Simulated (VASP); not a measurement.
Band structure of Mg (hcp). Calculation: vdW-DF2, VASP's PBE PAW potentials (set 64) (plane waves; VASP 6.6.1).

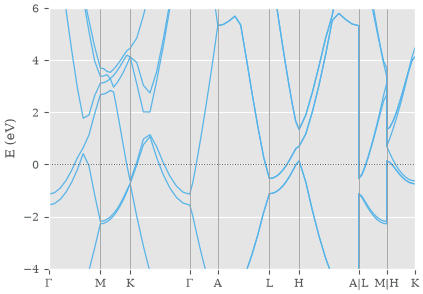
*Bands along high-symmetry lines, zero at the valence-band maximum or, without a gap, the Fermi level*

**Question.** Read the plot: is there a gap, and where are the band edges?

**Answer.** It has no gap at this level: it comes out as a metal or semimetal. (Edges off the drawn lines would not show.)

The compound is Mg in the hcp structure. It was relaxed first.
